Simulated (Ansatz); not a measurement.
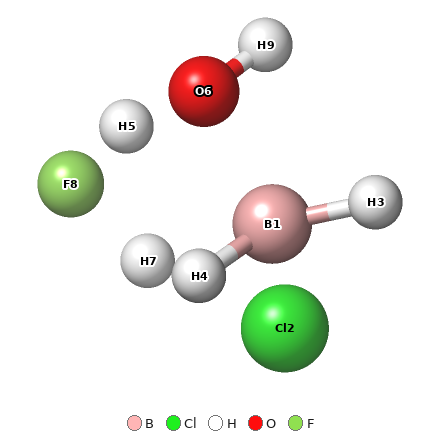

The system is the reacting system BClFH5O (fragments BClH₄O + FH where the first distance is long, BH₃O + ClH + FH where the second is long); the picture shows the reference structure. First axis: distance Cl2–H7 (bond that forms). Second axis: distance B1–Cl2 (bond that breaks). Relaxed at each point: all other coordinates. The grid has 10 × 10 points. Points are written as (first, second). Energies: kcal/mol, counted from the lowest grid point. Energies and slopes of some neighbouring points disagree (a jump in structure or state, or too coarse a mesh). The reference is spin-restricted, so regions where a bond is pulled apart into radicals lie too high. Computed with RKS B3LYP-D4/def2-SVP in Ansatz 0.2.0.

Its coordinates:

```xyz
9

B    -0.8500   -0.1351   -0.8041
Cl    1.2240   -0.3376   -1.4066
H    -1.3779   -1.1362   -1.1940
H    -1.1489    0.9880   -1.0807
H     0.3547    0.4343    1.2041
O    -0.7030   -0.2138    0.9304
H     1.6284    0.5591    0.0398
F     1.4250    0.9817    1.1416
H    -0.5522   -1.1404    1.1693
```

Range: distance Cl2–H7 (bond that forms) from 1.197 to 2.997 Å; distance B1–Cl2 (bond that breaks) from 1.674 to 3.474 Å.

Predict the map.

The lowest grid point is at (2.060 Å, 1.949 Å). Other grid points that lie below all their neighbours: (1.312 Å, 2.989 Å) (2.9 kcal/mol higher). The energy also falls towards the edge at (2.281 Å, 3.474 Å) (5.0 kcal/mol above the lowest), where a further well may lie outside the range. The highest grid point, (1.197 Å, 1.674 Å), lies 47.9 kcal/mol above the lowest.

```
second ↓, first →  1.197  1.312  1.472  1.653  1.850  2.060  2.281  2.512  2.751  2.997
            3.474    8.0    3.2    8.9   20.4    7.5    5.3    5.0    5.7    6.7    7.7
            3.228    7.8    2.9    8.4   19.4    9.1    6.6    6.2    6.8    7.7    8.6
            2.989    7.9    2.9    8.1   18.1   11.3    8.6    8.1    8.5    9.2   10.0
            2.758    8.5    3.3    8.1   16.6   20.3   11.4   10.6   10.9   11.5   12.0
            2.537   10.0    4.5    8.4   13.8   14.9   17.0   19.6   22.1   24.1   14.4
            2.327   12.6    6.7    9.2    9.5    8.9   10.1   12.4   15.0   17.5   19.5
            2.130   16.7   10.1    9.7    5.3    3.3    3.6    5.4    7.6    9.8   11.7
            1.949   23.1   15.7   10.1    3.4    0.4    0.0    1.2    3.0    4.8    6.4
            1.789   33.9   25.5   15.3    7.1    3.2    2.3    3.0    4.4    5.8    7.2
            1.674   47.9   38.9   25.7   16.6   12.1   10.8   11.2   12.3   13.5   14.6
```

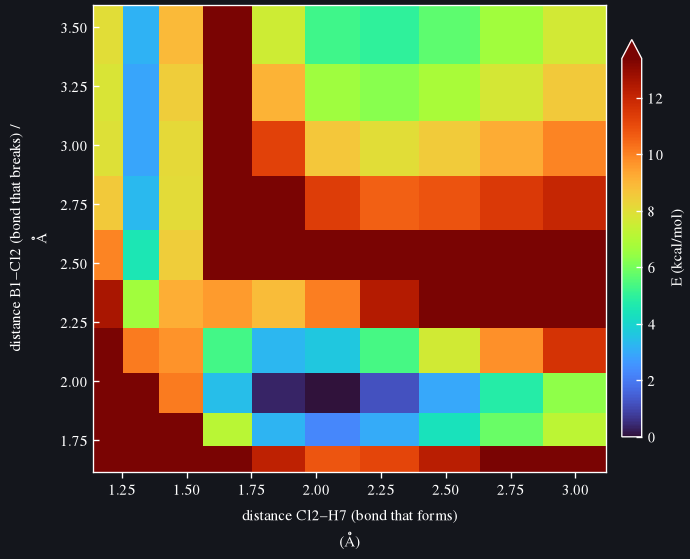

Drawn: one coloured cell a grid point, one colour for all values above the top of the scale.

Each point was launched as `ansatz run input.yaml --threads 1 --pin off --max-ram 2560MiB --backend cpu --events-out ev --progress --plain --runs-dir out`. Time for the 100 points that were run: 35 min on 1 thread of Arm Neoverse V2, on a shared host.
